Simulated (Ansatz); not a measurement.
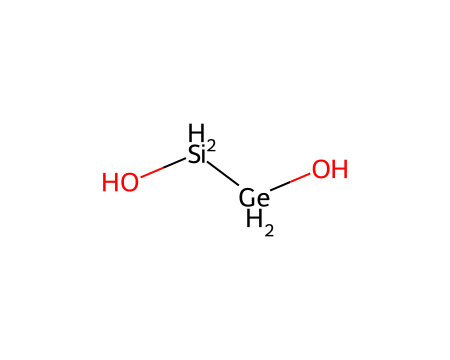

The drawing above gives the connectivity. Computed geometry: PBE0-D4/def2-TZVP optimisation. No frequency run is at hand to confirm it as a minimum.

What does the molecule look like in three dimensions?

The molecule is GeH₆O₂Si. As SMILES it reads `O[SiH2][GeH2][OH]`. Among its groups: Si–H bond, Si–O bond. This geometry has C1 symmetry. Coordination: 2 O bent; 1 Si tetrahedral; 1 Ge tetrahedral.

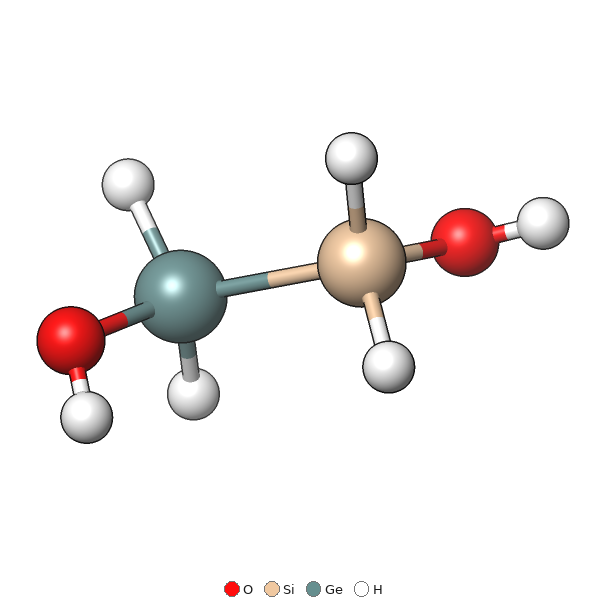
